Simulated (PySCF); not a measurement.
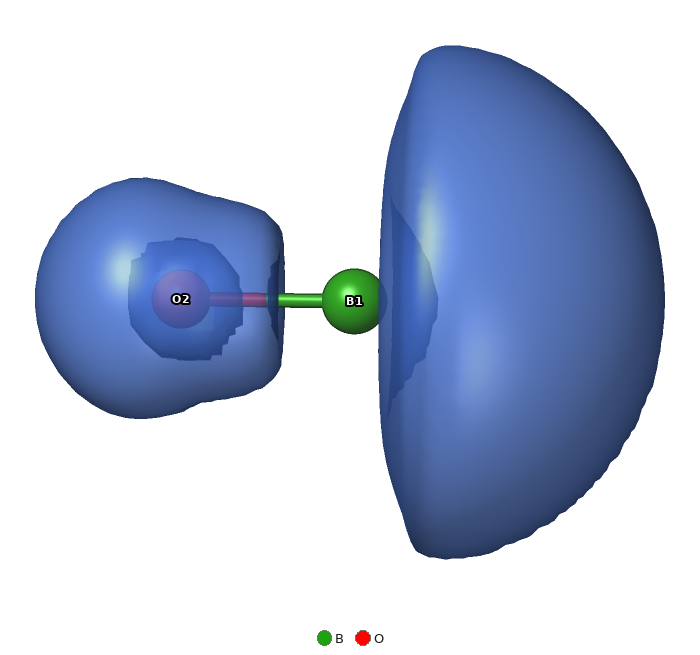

BO (charge −1). Isosurface of the electron localisation function at 0.75 (blue), seen from one side. Core shells and regions of very low density are left out.

All numbers below come from PBE0/aug-pcseg-1, non-relativistic, at a bond length of 1.239 Å in PySCF.

```xyz
2

B     0.0000    0.0000   -0.7339
O     0.0000    0.0000    0.5051
```

Q: Identify the bonds, lone pairs and shells in this picture.

A: The ELF exceeds this value in one region on O in which the atom's valence shell and bonds are merged and one lobe on B, pointing away from the bonds (lone pairs).

Values along the shortest contacts:
B–O (1.24 Å): the ELF peaks at about 0.85 between the atoms; a polar covalent bond.
